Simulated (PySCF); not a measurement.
# TPSS/def2-SVP (core potential) run of SnH2F2 (SMILES [F][SnH2][F])

Aim: the energy change on altering one bond length of SnH2F2 at TPSS/def2-SVP (core potential), from 2 runs. Input form: a Python script.

Program for the calculation: PySCF 2.14.0.

2 further runs of the same task are left out: 2 set aside as unsound or not needed.

### Step 1. The molecule

The species is SnH2F2 (5 atoms), meant as a singlet with charge 0. As SMILES, `[F][SnH2][F]`. The coordinates come from a PBE0-D4/def2-TZVP relaxation.

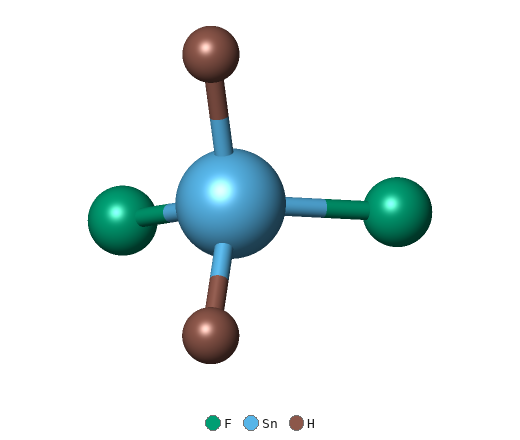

The structure, seen from a chosen angle (fluorine teal, tin blue, hydrogen brown).

### Step 2. A single-point energy at TPSS/def2-SVP (core potential)

The input, geometry.xyz:

```xyz
5
F2H2Sn
F     -0.343500    -0.356300     1.741400
Sn     0.128900    -0.073200    -0.086200
F     -1.231200     1.110700    -0.712400
H     -0.087400    -1.547100    -0.889100
H      1.583200     0.792100    -0.095000
```

The input, input.py:

```python
from pyscf import gto, dft

mol = gto.M(
    atom='geometry.xyz',
    verbose=4,
    ecp={'Sn': 'def2-svp'},
    basis='def2-svp',
    max_memory=1860,
)

myscf = dft.RKS(mol, xc='tpss')
myscf.grids.level = 5
myscf.conv_tol = 1e-10
myscf.kernel()
if not myscf.converged:
    myscf = myscf.newton().run(myscf.mo_coeff, myscf.mo_occ)

etot = myscf.e_tot
print('E = %.10f Eh' % etot)
```

Launch:

```
$ OMP_NUM_THREADS=1 python input.py
```

The log of the run:

```text
PySCF version 2.14.0

[... 76 lines left out ...]
converged SCF energy = -414.981479924577
E = -414.9814799246 Eh
```

It took 18 s on 1 thread of Arm Neoverse V1, shared host; peak memory 0.37 GiB.

### Step 3. The distorted shape, same level

The input, job.py:

```python
from pyscf import gto, dft

system = gto.Mole()
system.atom = [
    ('F', (0.064548, -0.711486, 1.929268)),
    ('Sn', (0.536948, -0.428386, 0.101668)),
    ('F', (-1.231200, 1.110700, -0.712400)),
    ('H', (0.320648, -1.902286, -0.701232)),
    ('H', (1.991248, 0.436914, 0.092868)),
]
system.verbose = 4
system.max_memory = 1860
system.ecp = {'Sn': 'def2-svp'}
system.basis = 'def2-svp'
system.build()

myscf = dft.RKS(system, xc='tpss')
myscf.conv_tol = 1e-10
myscf.grids.level = 5
myscf.kernel()
if not myscf.converged:
    myscf = myscf.newton().run(myscf.mo_coeff, myscf.mo_occ)

energy = myscf.e_tot
print(f'total energy: {energy:.8f} hartree')
```

Launch:

```
$ OMP_NUM_THREADS=1 python job.py
```

The log of the run:

```text
PySCF version 2.14.0

[... 76 lines left out ...]
converged SCF energy = -414.925493713639
total energy: -414.92549371 hartree
```

It took 18 s on 1 thread of Arm Neoverse V1, shared host; peak memory 0.37 GiB.

### Step 4. Outcome

Level: TPSS/def2-SVP (core potential).

```
                                                          quantity          value
                                         first shape: total energy  -414.98148 Eh
                                        first shape: dipole moment         3.08 D
                                          first shape: HOMO energy       -8.22 eV
                                          first shape: LUMO energy       -1.50 eV
                                        first shape: HOMO–LUMO gap        6.72 eV
                                     distorted shape: total energy  -414.92549 Eh
                                    distorted shape: dipole moment         4.62 D
                                      distorted shape: HOMO energy       -6.63 eV
                                      distorted shape: LUMO energy       -3.43 eV
                                    distorted shape: HOMO–LUMO gap        3.20 eV
energy change with the Sn2–F3 bond stretched from 1.909 to 2.481 Å       1.523 eV
```

**Reading.** With the Sn2–F3 bond stretched from 1.909 to 2.481 Å the energy rises by 1.52 eV (147 kJ/mol). The first shape isn't relaxed at this level, so the change isn't measured from a minimum.
